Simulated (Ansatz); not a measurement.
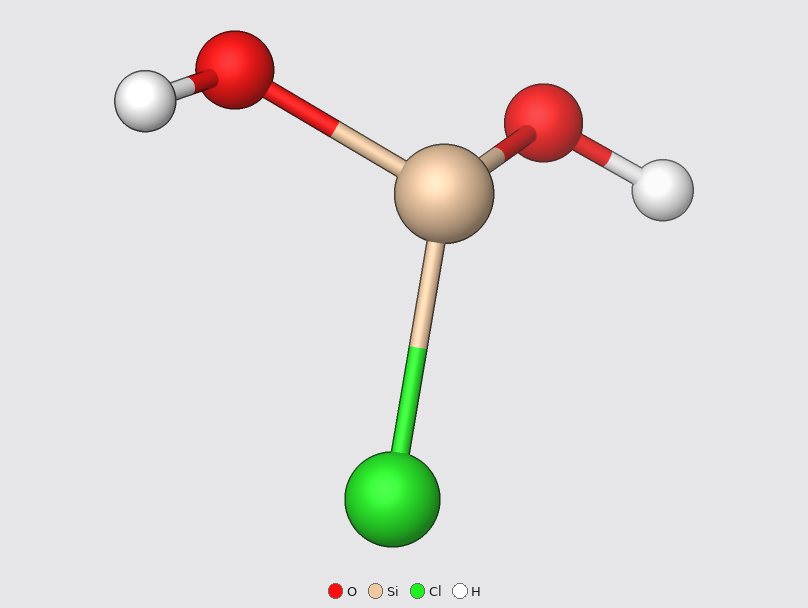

Ball-and-stick drawing of a structure. Every bond is drawn as one stick, whatever its order.

The species is neutral and a spin doublet. The computed structure is the end point of a PBE0-D4/def2-TZVP optimisation.

Question: What is the molecular formula?

Answer: ClH2O2Si, 6 atoms: 1 chlorine, 2 hydrogen, 2 oxygen and 1 silicon.

Question: Count the bonded pairs by element.

Answer: 2 O–Si, 2 O–H, 1 Cl–Si.

Question: Name some functional groups or characteristic bonds that it holds.

Answer: Among them: Si–O bond.

Question: How many sets of symmetry-equivalent atoms are there?

Answer: 4: 2 O, 1 Si, 1 Cl, 2 H.

The parts below concern this one geometry. Atoms keep their numbers from picture to picture.

Shape

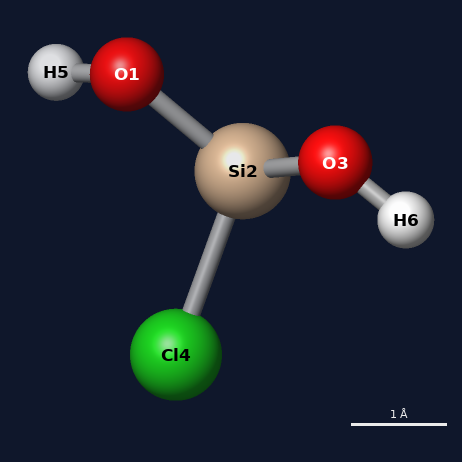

Estimate the angles O1–Si2–O3, O1–Si2–Cl4, Si2–O1–H5.

```csv
angle,degrees
O1–Si2–O3,103.5
O1–Si2–Cl4,111.0
Si2–O1–H5,117.0
```

Vibrations

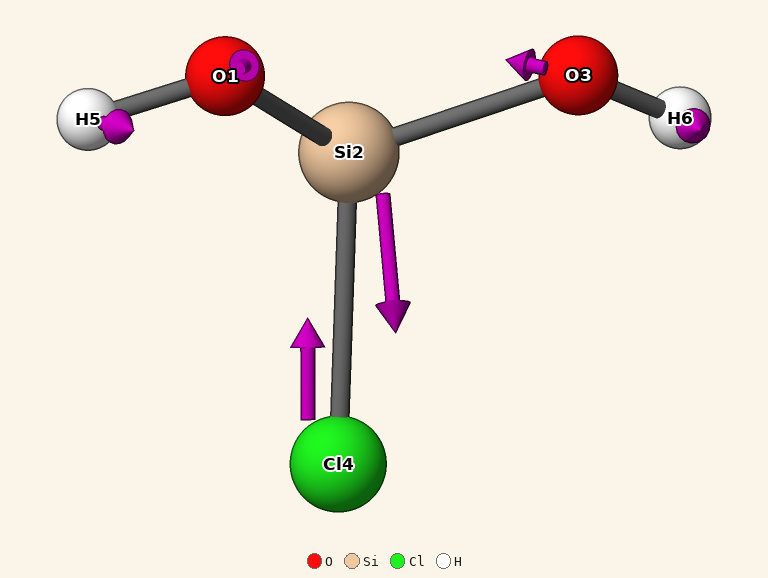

The arrows show one normal mode. Harmonic vibrations computed with UKS PBE0-D4/def2-TZVP (Ansatz 0.2.0) at a stationary point of the same level.

Question: What kind of motion is it?

Answer: Mostly Cl–Si stretching.

Question: Estimate its harmonic wavenumber.

Answer: 514 cm⁻¹; it is mode 6 of 12 counted from the lowest.

Levels of theory compared

Program: Ansatz 0.2.0.

Tabulate dipole (D) at these levels: B3LYP-D4/def2-TZVPP; PBE-D4/def2-TZVPP; PBE0-D4/def2-TZVP; r2SCAN-D4/def2-TZVPP; ωB97M-V/def2-TZVPP.

```
               level  dipole (D)
 B3LYP-D4/def2-TZVPP        1.11
   PBE-D4/def2-TZVPP        0.90
   PBE0-D4/def2-TZVP        1.11
r2SCAN-D4/def2-TZVPP        0.99
  ωB97M-V/def2-TZVPP        1.15
```

Thermal motion

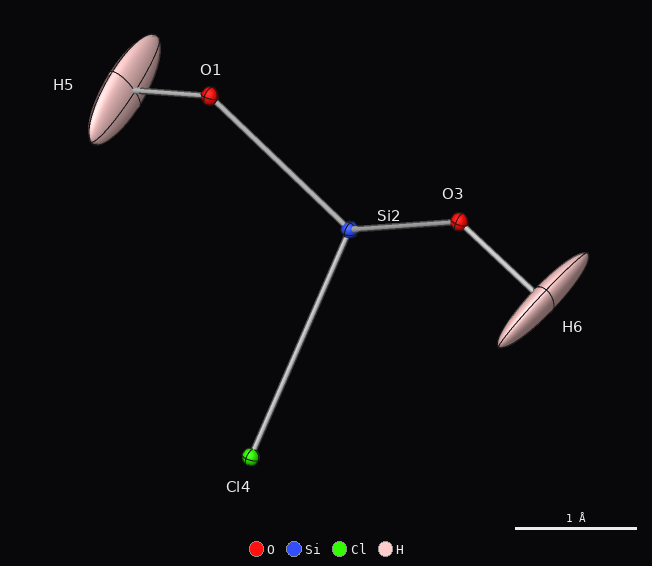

Displacement ellipsoids at the 50 % level, from the internal vibrations of the free molecule (harmonic, no overall translation or rotation; no half-axis is drawn under 0.075 Å). Vibrations computed with UKS PBE0-D4/def2-TZVP (Ansatz 0.2.0). Temperature: 0 K (zero-point motion alone).

Question: Which atom moves most?

Answer: H5, H6, with U_eq = 0.0552 Å².

Question: Does H5 move more along its bond or across it?

Answer: Across it: the root-mean-square amplitude is 0.074 Å along the bond and up to 0.371 Å across, since bending and torsion are softer than stretching.

Give the displacement parameters, one line for each set of equivalent atoms.

| atom | U_eq (Å²) | rms amplitudes (Å) |
| --- | --- | --- |
| O1, O3 | 0.0017 | 0.032, 0.037, 0.051 |
| Si2 | 0.00097 | 0.026, 0.032, 0.035 |
| Cl4 | 0.00062 | 0.009, 0.029, 0.031 |
| H5, H6 | 0.0552 | 0.073, 0.152, 0.371 |
